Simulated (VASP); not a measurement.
Band structure of WC (relaxed from the wurtzite structure, space group P6_3mc). These are r2SCAN meta-GGA, VASP's PBE PAW potentials (set 64) (plane waves; VASP) values and carry that method's errors.

Unless said otherwise, spin-orbit coupling is left out, though it shifts the bands of the heavy elements here.

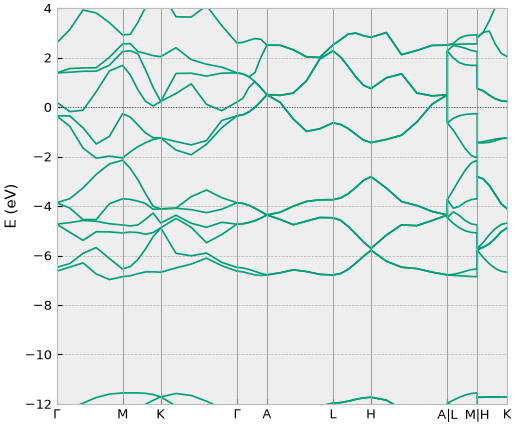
Figure: Bands along high-symmetry lines, zero at the valence-band maximum or, without a gap, the Fermi level

Question: Read the plot: is there a gap, and where are the band edges?

Answer: It has no gap at this level: it comes out as a metal or semimetal.

The structure was generated: WC was put into the wurtzite type (P6_3mc), which need not be its known phase. It was relaxed first, which changed the volume by -39 %.
